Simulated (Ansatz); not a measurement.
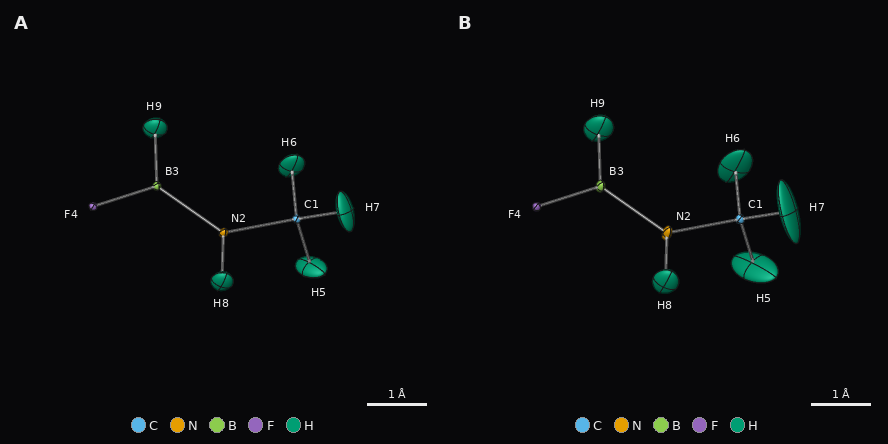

Displacement ellipsoids at the 50 % level, from the internal vibrations of the free molecule (harmonic, no overall translation or rotation; no half-axis is drawn under 0.075 Å). Vibrations computed with RKS PBE0-D4/def2-TZVP (Ansatz 0.2.0). One panel is for 200 K, the other for 600 K.

### Which panel is for 600 K?

B.

### How much does the mean-square displacement of N2 grow, and why?

U_eq goes from 0.0026 to 0.0061 Å², a factor of 2.3. Modes below kT (417 cm⁻¹ at 600 K) grow about in proportion to T, and the lowest lies at 172 cm⁻¹; the mean-square amplitude of a mode is its zero-point value times coth(ħω/2kT), which comes close to 1 only above about 3kT.
